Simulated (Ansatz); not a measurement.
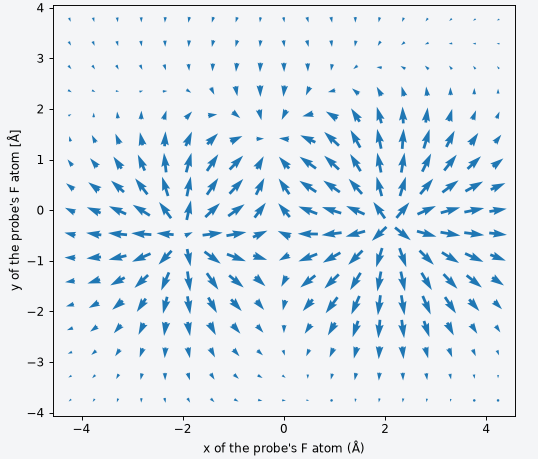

AlH₃STe (SMILES [SH][AlH][TeH]) with the probe HF. 
- The probe is moved over a plane parallel to the molecule's main plane, 2.70 Å above it.
- First axis: x of the probe's F atom. Second axis: y of the probe's F atom.
- Nothing is relaxed (molecule and probe rigid, the probe upright with F nearest the plane).
- The scan uses a 19 × 17 grid.
- Method: Ansatz 0.2.0, RHF/def2-SVPD.

Drawn: arrows along the force (downhill), their lengths compressed.

The arrows alone are given. Where is the energy lowest?

The arrows converge at about x of the probe's F atom = −0.29 Å, y of the probe's F atom = 1.41 Å (read from the interpolated surface).

The energy map of the same scan:

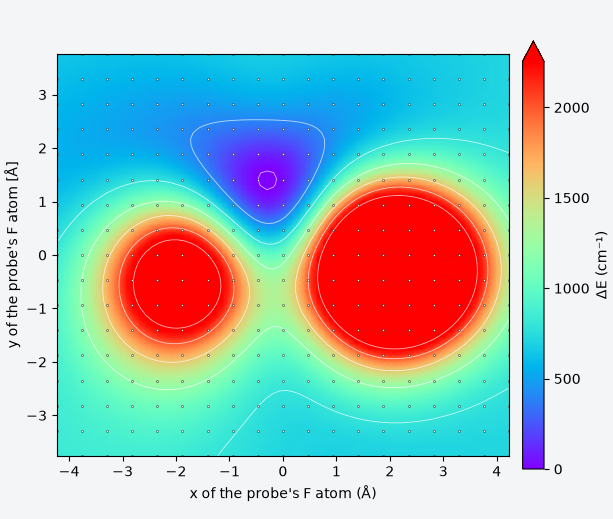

Energies are in cm⁻¹, from the lowest grid point; between grid points the surface is interpolated.
